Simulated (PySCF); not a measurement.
H4Cl4In2N2, singlet at its PBE0/def2-SVP optimised geometry (Å):

```
12

In    -0.7890    -1.4280     0.0004
In     0.7890     1.4273     0.0000
N      0.0043    -0.0025     1.4754
H      0.7246    -0.4012     2.0812
H     -0.7100     0.3931     2.0901
Cl    -3.1324    -1.4297     0.0004
Cl     0.4657    -3.4074     0.0001
N     -0.0047     0.0020    -1.4750
H     -0.7258     0.4013    -2.0796
H      0.7087    -0.3933    -2.0910
Cl    -0.4645     3.4074     0.0000
Cl     3.1324     1.4273     0.0000
```

Method: PBE0/def2-TZVP, def2 effective core potentials past Kr (PySCF). The core electrons that the potentials of In replace are not part of the density. Cells within 0.4 Å of a nucleus heavier than hydrogen are left out (blank, or x).

Map of the log10 of the electron density (e/bohr³), floored at −4 on the plane z = 0.0 Å:

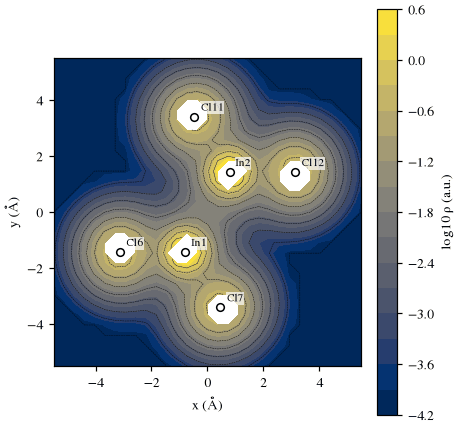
Log10 of the electron density (e/bohr³), floored at −4 on the plane z = 0.0 Å.
